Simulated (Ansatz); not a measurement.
# GaH− (quartet): one geometry, many settings at distance Ga1–H2 = 2.913 Å

Aim: run GaH− (quartet) at one geometry under a spread of methods and options, and see what each costs and gives.

The runs use Ansatz 0.2.0, Gaussian basis; the settings change from run to run.

16 further runs of the same task are left out: 1 for a known fault of the program, 12 that didn't finish, 3 set aside as unsound or not needed. Runs told in other sessions of the task aren't counted.

## 1. What is computed

The geometry derives from a PBE0/def2-TZVPD stationary point (not a proven minimum). One bond is set to the value named and the two fragments are kept rigid. No spin-orbit coupling is included. The filled d shell of Ga may be among the frozen orbitals whatever the setting's name suggests.

2 atoms, charge -1, spin multiplicity 4.

Atoms are counted from 1 here; the program's logs count them from 0.

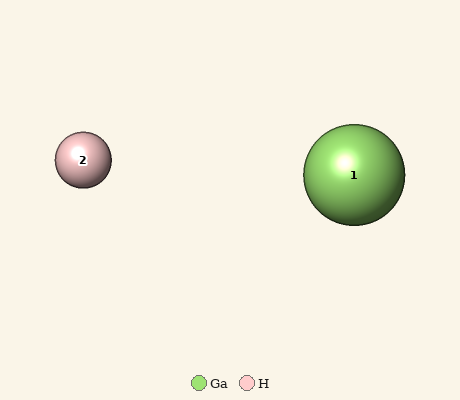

The structure; gallium green, hydrogen pink; atoms are numbered from 1 in the order of the file.

## 2. CCSD(T) on UHF/cc-pVDZ

The input, in.yaml:

```yaml
crystal:
  periodic: [false, false, false]
  atoms:
    - {symbol: Ga, position_ang: [0.000000, 0.000000, 0.000000]}
    - {symbol: H, position_ang: [0.000000, 0.000000, 2.913000]}
basis:
  gaussian: {orbitals: cc-pVDZ}
total_charge: -1
magnetization: {spin_polarized: true, initial_magnetization: 3}
correlation: {method: ccsd_t, electrons: valence}
```

Started as:

```bash
$ ansatz run in.yaml --threads 1 --pin off --events-out ev --progress --plain --max-ram 2393MiB
```

Output (excerpt; [...] marks lines left out):

```text
Functional definition: HF
  name "HF"
  cite "Fock, Z. Phys. 61, 126 (1930) doi:10.1007/BF01340294"
  parent pbe
[...]
368 factors; integrals over basis functions are off by at most 8.0e-4 eV
[...]
mean field -52345.89681735 eV, -1923.6762267144 hartree, gradient 2.9e-6 eV, S^2 3.771292; 14 other end points of the search recorded, 0 dependent functions left out
determinant -52345.89681735 eV, -1923.6762267144 hartree, with singles and doubles -52347.78094214 eV, -1923.7454670235 hartree
determinant -52345.41526264 eV, -1923.6585299051 hartree, with singles and doubles -52347.31063072 eV, -1923.7281833973 hartree
determinant -52344.31621241 eV, -1923.6181405543 hartree, with singles and doubles -52345.45406274 eV, -1923.6599557827 hartree
determinant -52344.17796589 eV, -1923.6130600884 hartree, with singles and doubles -52345.98772062 eV, -1923.6795673480 hartree
determinant -52342.88444626 eV, -1923.5655241185 hartree, with singles and doubles -52345.25433527 eV, -1923.6526159335 hartree
determinant -52345.89681735 eV, -1923.6762267144 hartree, with singles and doubles -52347.78295561 eV, -1923.7455410170 hartree
determinant -52345.41526264 eV, -1923.6585299051 hartree, with singles and doubles -52347.31044810 eV, -1923.7281766862 hartree
9 core orbitals not correlated: weight in the atoms' cores, before any rotation towards them, 1.000 or more for the frozen orbitals, at most 0.000 for the correlated occupied ones
reference -52345.89681735 eV, -1923.6762267144 hartree; 9, 6 occupied and 14, 17 virtual orbitals, 368 factors
second order -1.45334463 eV of doubles, -0.00000000 eV of singles
cycle   1  -1.88614010 eV  change   -1.8e-6 eV  update   3.0e-6
perturbative correction -0.05957449 eV, -0.0021893222 hartree
Total energy: -52347.84253195 eV, -1923.7477304069 hartree
```

Run time: 2.8 s. Hardware: 1 thread of Arm Neoverse V1, shared host.

From the report: ⟨S²⟩ of the determinant 3.771 (pure quartet: 3.75); correlation -1.9457 eV; T1 0.011; largest double amplitude 0.08.

## 3. MP2 on ROHF/6-31G

The input, in.yaml:

```yaml
crystal:
  periodic: [false, false, false]
  atoms:
    - {symbol: Ga, position_ang: [0.000000, 0.000000, 0.000000]}
    - {symbol: H, position_ang: [0.000000, 0.000000, 2.913000]}
basis:
  gaussian: {orbitals: 6-31G}
total_charge: -1
magnetization: {spin_polarized: false, initial_magnetization: 3}
correlation: {method: mp2, electrons: outside_noble_gas}
```

Launched as before.

Output (excerpt; [...] marks lines left out):

```text
Functional definition: HF
  name "HF"
  cite "Fock, Z. Phys. 61, 126 (1930) doi:10.1007/BF01340294"
  parent pbe
[...]
289 factors; integrals over basis functions are off by at most 2.9e-4 eV
[...]
mean field -52337.94369585 eV, -1923.3839548902 hartree, gradient 5.1e-6 eV, S^2 3.750000; 8 other end points of the search recorded, 0 dependent functions left out
[...]
14 core orbitals not correlated: weight in the atoms' cores, before any rotation towards them, 1.000 or more for the frozen orbitals, at most 0.000 for the correlated occupied ones
reference -52337.94369585 eV, -1923.3839548902 hartree; 4, 1 occupied and 13, 16 virtual orbitals, 289 factors
second order -0.49806977 eV of doubles, -0.01885478 eV of singles
Total energy: -52338.46062040 eV, -1923.4029515169 hartree
```

Wall time 1.1 s (1 thread of Arm Neoverse V1, shared host).

## 4. CCSD(T) on ROHF/6-31G

in.yaml, as its differences from that of step 3:

```diff
@@ -9,2 +9,3 @@
 magnetization: {spin_polarized: false, initial_magnetization: 3}
-correlation: {method: mp2, electrons: outside_noble_gas}
+correlation: {method: ccsd_t, electrons: valence}
+scf: {lower_state_search: light}
```

Launched as before.

Output (excerpt; [...] marks lines left out):

```text
Functional definition: HF
  name "HF"
  cite "Fock, Z. Phys. 61, 126 (1930) doi:10.1007/BF01340294"
  parent pbe
[...]
289 factors; integrals over basis functions are off by at most 2.9e-4 eV
[...]
mean field -52337.94369585 eV, -1923.3839548902 hartree, gradient 5.1e-6 eV, S^2 3.750000; 9 other end points of the search recorded, 0 dependent functions left out
[...]
determinant -52337.94369585 eV, -1923.3839548902 hartree, with singles and doubles -52342.86334229 eV, -1923.5647485622 hartree
determinant -52337.40247480 eV, -1923.3640653832 hartree, with singles and doubles -52342.29352513 eV, -1923.5438081679 hartree
determinant -52334.76398287 eV, -1923.2671025935 hartree, with singles and doubles -52340.47970623 eV, -1923.4771515526 hartree
9 core orbitals not correlated: weight in the atoms' cores, before any rotation towards them, 1.000 or more for the frozen orbitals, at most 0.000 for the correlated occupied ones
reference -52337.94369585 eV, -1923.3839548902 hartree; 9, 6 occupied and 13, 16 virtual orbitals, 289 factors
second order -5.06117687 eV of doubles, -0.01921708 eV of singles
cycle   1  -4.91780824 eV  change    1.8e-3 eV  update   2.6e-3
[...]
cycle   9  -4.92228695 eV  change    1.8e-6 eV  update   1.0e-5
perturbative correction -0.05884528 eV, -0.0021625242 hartree
Total energy: -52342.92482809 eV, -1923.5670081235 hartree
```

Wall time 1.9 s (1 thread of Arm Neoverse V1, shared host).

From the report: correlation -4.9811 eV; T1 0.016; largest double amplitude 0.08.

## 5. NEVPT4(SD)(3,5)/def2-SVP

The input, in.yaml:

```yaml
crystal:
  periodic: [false, false, false]
  atoms:
    - {symbol: Ga, position_ang: [0.000000, 0.000000, 0.000000]}
    - {symbol: H, position_ang: [0.000000, 0.000000, 2.913000]}
basis:
  gaussian: {orbitals: def2-SVP, fitting: {mean_field: def2-universal-jkfit}}
total_charge: -1
magnetization: {spin_polarized: false, initial_magnetization: 3}
correlation: {method: fic_nevpt4_sd, electrons: outside_noble_gas, active_space: {window: {electrons: 3, orbitals: 5}, states: [{multiplicity: 4, weights: [1, 1]}], root: 1}}
scf: {lower_state_search: light}
```

Launched as before.

Output (excerpt; [...] marks lines left out):

```text
Functional definition: HF
  name "HF"
  cite "Fock, Z. Phys. 61, 126 (1930) doi:10.1007/BF01340294"
  parent pbe
[...]
284 factors; integrals over basis functions are off by at most 5.9e-1 eV
[...]
mean field -52339.83913998 eV, -1923.4536111771 hartree, gradient 1.2e-6 eV, S^2 3.750000; 8 other end points of the search recorded, 0 dependent functions left out
reference -52339.83913998 eV, -1923.4536111771 hartree; 18, 15 occupied and 19, 22 virtual orbitals, 284 factors
state -52339.83558118 eV, -1923.4534803937 hartree
state -52339.38260751 eV, -1923.4368339183 hartree
state -52339.83558118 eV, -1923.4534803937 hartree; corrected -52341.31623657 eV, -1923.5078934757 hartree
state -52339.38260751 eV, -1923.4368339183 hartree; corrected -52340.85837898 eV, -1923.4910675194 hartree
WARN: 1 active orbitals are nearly empty or full. The corrections depend on them more than the energy does, and are more stable in an active space without them
Total energy: -52340.85837898 eV, -1923.4910675194 hartree
```

Wall time 3.9 s (1 thread of Arm Neoverse V1, shared host).

From the report: 6 determinants; active occupations (of the averaged states) 1.00, 1.00, 0.50, 0.50, 0.00. The report marks this result as in doubt.

## 6. MP2 on UHF/aug-cc-pVDZ

The input, in.yaml:

```yaml
crystal:
  periodic: [false, false, false]
  atoms:
    - {symbol: Ga, position_ang: [0.000000, 0.000000, 0.000000]}
    - {symbol: H, position_ang: [0.000000, 0.000000, 2.913000]}
basis:
  gaussian: {orbitals: aug-cc-pVDZ}
total_charge: -1
magnetization: {spin_polarized: true, initial_magnetization: 3}
correlation: {method: mp2, electrons: all}
```

The command is unchanged.

Output (excerpt; [...] marks lines left out):

```text
Functional definition: HF
  name "HF"
  cite "Fock, Z. Phys. 61, 126 (1930) doi:10.1007/BF01340294"
  parent pbe
[...]
493 factors; integrals over basis functions are off by at most 6.9e-4 eV
[...]
mean field -52346.32288427 eV, -1923.6918843848 hartree, gradient 9.9e-6 eV, S^2 3.767658; 14 other end points of the search recorded, 0 dependent functions left out
reference -52346.32288427 eV, -1923.6918843848 hartree; 18, 15 occupied and 27, 30 virtual orbitals, 493 factors
second order -1.82745834 eV of doubles, -0.00000000 eV of singles
Total energy: -52348.15034261 eV, -1923.7590422400 hartree
```

It took 2.6 s on 1 thread of Arm Neoverse V1, shared host.

From the report: ⟨S²⟩ of the determinant 3.768 (pure quartet: 3.75).

## 7. BCCD/def2-mTZVP

The input, in.yaml:

```yaml
crystal:
  periodic: [false, false, false]
  atoms:
    - {symbol: Ga, position_ang: [0.000000, 0.000000, 0.000000]}
    - {symbol: H, position_ang: [0.000000, 0.000000, 2.913000]}
basis:
  gaussian: {orbitals: def2-mTZVP}
total_charge: -1
magnetization: {spin_polarized: true, initial_magnetization: 3}
hamiltonian: {xc: {name: B3LYP}}
correlation: {method: bccd, electrons: valence, diis_vectors: 4}
scf: {lower_state_search: full}
```

Launched as before.

Output (excerpt; [...] marks lines left out):

```text
Functional definition: B3LYP
  name "B3LYP"
  cite "Stephens, Devlin, Chabalowski & Frisch, J. Phys. Chem. 98, 11623 (1994) doi:10.1021/j100096a001"
  cite "Becke, Phys. Rev. A 38, 3098 (1988) doi:10.1103/PhysRevA.38.3098"
  cite "Lee, Yang & Parr, Phys. Rev. B 37, 785 (1988) doi:10.1103/PhysRevB.37.785"
  cite "Vosko, Wilk & Nusair, Can. J. Phys. 58, 1200 (1980) doi:10.1139/p80-159"
[...]
366 factors; integrals over basis functions are off by at most 4.2e-4 eV
[...]
mean field -52391.78055818 eV, -1925.3624230889 hartree, gradient 3.0e-6 eV, S^2 3.755953; 11 other end points of the search recorded, 0 dependent functions left out
9 core orbitals not correlated: weight in the atoms' cores, before any rotation towards them, 1.000 or more for the frozen orbitals, at most 0.000 for the correlated occupied ones
reference -52346.25158704 eV, -1923.6892642600 hartree; 9, 6 occupied and 21, 24 virtual orbitals, 366 factors
second order -4.86403666 eV of doubles, -0.37859713 eV of singles
cycle   1  -4.66301211 eV  change    5.5e-1 eV  update   8.9e-2
[...]
cycle  15  -5.01334545 eV  change    5.4e-6 eV  update   5.4e-6
Total energy: -52351.26493249 eV, -1923.8735013070 hartree
```

Run time: 4.4 s. Hardware: 1 thread of Arm Neoverse V1, shared host.

From the report: ⟨S²⟩ of the determinant 3.756 (pure quartet: 3.75); correlation -5.0133 eV; largest double amplitude 0.07.

## 8. CCSD on UHF/6-31G

The input, in.yaml:

```yaml
crystal:
  periodic: [false, false, false]
  atoms:
    - {symbol: Ga, position_ang: [0.000000, 0.000000, 0.000000]}
    - {symbol: H, position_ang: [0.000000, 0.000000, 2.913000]}
basis:
  gaussian: {orbitals: 6-31G, fitting: {mean_field: def2-universal-jkfit}}
total_charge: -1
magnetization: {spin_polarized: true, initial_magnetization: 3}
correlation: {method: ccsd, electrons: outside_noble_gas, diis_vectors: 1}
output: {forces: true}
```

Launched as before.

Output (excerpt; [...] marks lines left out):

```text
Functional definition: HF
  name "HF"
  cite "Fock, Z. Phys. 61, 126 (1930) doi:10.1007/BF01340294"
  parent pbe
[...]
284 factors; integrals over basis functions are off by at most 1.6e-1 eV
[...]
mean field -52337.97348257 eV, -1923.3850495317 hartree, gradient 2.7e-6 eV, S^2 3.760866; 10 other end points of the search recorded, 0 dependent functions left out
determinant -52337.97348257 eV, -1923.3850495317 hartree, with singles and doubles -52338.73370881 eV, -1923.4129873309 hartree
determinant -52337.41079835 eV, -1923.3643712682 hartree, with singles and doubles -52338.16093150 eV, -1923.3919381530 hartree
determinant -52336.39147024 eV, -1923.3269116511 hartree, with singles and doubles -52336.62749388 eV, -1923.3355853600 hartree
determinant -52336.14226070 eV, -1923.3177533695 hartree, with singles and doubles -52338.09652103 eV, -1923.3895711117 hartree
[...]
determinant -52337.97348257 eV, -1923.3850495317 hartree, with singles and doubles -52338.73807238 eV, -1923.4131476892 hartree
determinant -52336.14226070 eV, -1923.3177533695 hartree, with singles and doubles -52338.66633175 eV, -1923.4105112697 hartree
14 core orbitals not correlated: weight in the atoms' cores, before any rotation towards them, 1.000 or more for the frozen orbitals, at most 0.000 for the correlated occupied ones
reference -52337.97348257 eV, -1923.3850495317 hartree; 4, 1 occupied and 13, 16 virtual orbitals, 284 factors
second order -0.48512235 eV of doubles, -0.00000000 eV of singles
cycle   1  -0.76459165 eV  change   -1.8e-6 eV  update   3.1e-6
[...]
cycle   5  -0.76459258 eV  change    2.4e-8 eV  update   1.8e-7
[...]
Total energy: -52338.73807515 eV, -1923.4131477907 hartree
Atom 0 at     0.000000     0.000000     0.000000 Å, force     0.000000     0.000000     0.195357 eV/Å
Atom 1 at     0.000000     0.000000     2.913000 Å, force    -0.000000    -0.000000    -0.195357 eV/Å
Dipole moment:    -0.000000     0.000000     0.033269 e Å
```

Run time: 1.6 s. Hardware: 1 thread of Arm Neoverse V1, shared host.

From the report: ⟨S²⟩ of the determinant 3.761 (pure quartet: 3.75); correlation -0.7646 eV; T1 0.019; largest double amplitude 0.09.

## 9. CCSDT(Q)/B/def2-mTZVP

The input, in.yaml:

```yaml
crystal:
  periodic: [false, false, false]
  atoms:
    - {symbol: Ga, position_ang: [0.000000, 0.000000, 0.000000]}
    - {symbol: H, position_ang: [0.000000, 0.000000, 2.913000]}
basis:
  gaussian: {orbitals: def2-mTZVP, point_charges: [{charge: -1.00, position_ang: [3.490, -0.359, 0.606]}]}
total_charge: -1
magnetization: {spin_polarized: true, initial_magnetization: 3}
hamiltonian: {xc: {name: PBE}}
correlation: {method: ccsdt_q_b, electrons: outside_noble_gas, diis_vectors: 12}
accuracy: high
scf: {lower_state_search: full}
```

Launched as before.

Output (excerpt; [...] marks lines left out):

```text
Functional definition: PBE
  name "PBE"
  cite "Perdew, Burke & Ernzerhof, Phys. Rev. Lett. 77, 3865 (1996) doi:10.1103/PhysRevLett.77.3865"
  parent pbe
[...]
578 factors; integrals over basis functions are off by at most 4.6e-9 eV
[...]
mean field -52378.70372830 eV, -1924.8818584546 hartree, gradient 2.9e-8 eV, S^2 3.752978; 12 other end points of the search recorded, 0 dependent functions left out
14 core orbitals not correlated: weight in the atoms' cores, before any rotation towards them, 0.999 or more for the frozen orbitals, at most 0.000 for the correlated occupied ones
reference -52342.44938277 eV, -1923.5495358304 hartree; 4, 1 occupied and 21, 24 virtual orbitals, 578 factors
second order -1.07200546 eV of doubles, -0.12115296 eV of singles
cycle   1  -1.45525539 eV  change   -2.6e-1 eV  update   5.4e-2
[...]
cycle  33  -1.61145375 eV  change   3.1e-11 eV  update  5.7e-10
perturbative correction -0.00079797 eV, -0.0000293247 hartree
Total energy: -52344.06163448 eV, -1923.6087849880 hartree
```

Run time: 11 s. Hardware: 1 thread of Arm Neoverse V1, shared host.

From the report: ⟨S²⟩ of the determinant 3.753 (pure quartet: 3.75); correlation -1.6123 eV; T1 0.027; largest double amplitude 0.08. The orbitals are Kohn-Sham ones, so correlation energy and T1 don't compare with those on Hartree-Fock orbitals.

## 10. BCCD(T) on ROHF/aug-cc-pVDZ

The input, in.yaml:

```yaml
crystal:
  periodic: [false, false, false]
  atoms:
    - {symbol: Ga, position_ang: [0.000000, 0.000000, 0.000000]}
    - {symbol: H, position_ang: [0.000000, 0.000000, 2.913000]}
basis:
  gaussian: {orbitals: aug-cc-pVDZ}
total_charge: -1
magnetization: {spin_polarized: false, initial_magnetization: 3}
correlation: {method: bccd_t, electrons: outside_noble_gas}
accuracy: high
```

Launched as before.

Output (excerpt; [...] marks lines left out):

```text
Functional definition: HF
  name "HF"
  cite "Fock, Z. Phys. 61, 126 (1930) doi:10.1007/BF01340294"
  parent pbe
[...]
796 factors; integrals over basis functions are off by at most 4.1e-9 eV
[...]
mean field -52346.24524362 eV, -1923.6890311435 hartree, gradient 8.0e-8 eV, S^2 3.750000; 18 other end points of the search recorded, 0 dependent functions left out
[...]
determinant -52346.24524362 eV, -1923.6890311435 hartree, with singles and doubles -52347.88983081 eV, -1923.7494686083 hartree
determinant -52345.84567005 eV, -1923.6743470859 hartree, with singles and doubles -52347.47087157 eV, -1923.7340721400 hartree
determinant -52344.86743118 eV, -1923.6383974705 hartree, with singles and doubles -52346.27094613 eV, -1923.6899756934 hartree
determinant -52344.74113783 eV, -1923.6337562752 hartree, with singles and doubles -52346.23193056 eV, -1923.6885418976 hartree
[...]
determinant -52343.16781772 eV, -1923.5759378278 hartree, with singles and doubles -52344.55044152 eV, -1923.6267483152 hartree
determinant -52346.24524362 eV, -1923.6890311435 hartree, with singles and doubles -52347.89151608 eV, -1923.7495305408 hartree
determinant -52345.84567005 eV, -1923.6743470859 hartree, with singles and doubles -52347.47110391 eV, -1923.7340806783 hartree
[...]
14 core orbitals not correlated: weight in the atoms' cores, before any rotation towards them, 1.000 or more for the frozen orbitals, at most 0.000 for the correlated occupied ones
reference -52346.24524362 eV, -1923.6890311435 hartree; 4, 1 occupied and 27, 30 virtual orbitals, 796 factors
second order -1.16438584 eV of doubles, -0.04007829 eV of singles
cycle   1  -1.64937605 eV  change   -3.1e-3 eV  update   4.8e-3
[...]
cycle  25  -1.64666792 eV  change   4.3e-10 eV  update  3.4e-10
perturbative correction -0.05235324 eV, -0.0019239460 hartree
Total energy: -52347.94426478 eV, -1923.7514690195 hartree
```

Wall time 15 s (1 thread of Arm Neoverse V1, shared host).

From the report: correlation -1.6990 eV; largest double amplitude 0.08.

## 11. The runs in one table

Where basis and cores are those of an earlier FCI/aug-cc-pVDZ run (-52347.9694 eV), and the records show the same count of frozen orbitals and kind of state, the miss against it is given; a blank cell means that this couldn't be shown. † marks a result that the program doubts.

```
                                                         level         correlated  functions  energy (eV)  from FCI (meV)   time
                                        CCSD(T) on UHF/cc-pVDZ            valence         32  -52347.8425                  2.8 s
                                             MP2 on ROHF/6-31G  outside noble gas         31  -52338.4606                  1.1 s
                                         CCSD(T) on ROHF/6-31G            valence         31  -52342.9248                  1.9 s
     NEVPT4(SD)(3,5)/def2-SVP (excited root 1 of an average) †  outside noble gas         37  -52340.8584                  3.9 s
                                        MP2 on UHF/aug-cc-pVDZ                all         45  -52348.1503                  2.6 s
                           BCCD/def2-mTZVP (on B3LYP orbitals)            valence         39  -52351.2649                  4.4 s
                                             CCSD on UHF/6-31G  outside noble gas         31  -52338.7381                  1.6 s
CCSDT(Q)/B/def2-mTZVP (beside a point charge, on PBE orbitals)  outside noble gas         39  -52344.0616                   11 s
                                   BCCD(T) on ROHF/aug-cc-pVDZ  outside noble gas         45  -52347.9443            25.2   15 s
```

## 12. Outcome

| quantity | value |
| --- | --- |
| runs | 9 |
| quickest | MP2 on ROHF/6-31G, 1.1 s |
| slowest | BCCD(T) on ROHF/aug-cc-pVDZ, 15 s |

In words: Total energies in different bases, with other cores or another treatment of relativity can't be set against each other. «valence» and «outside noble gas» are the program's key words; the logs give how many orbitals each freezes, and for Ga to Kr the 3d shell needn't follow the word's plain sense. BCCD(T) on ROHF/aug-cc-pVDZ took 14 times as long as MP2 on ROHF/6-31G; the jobs differ in more than the method.
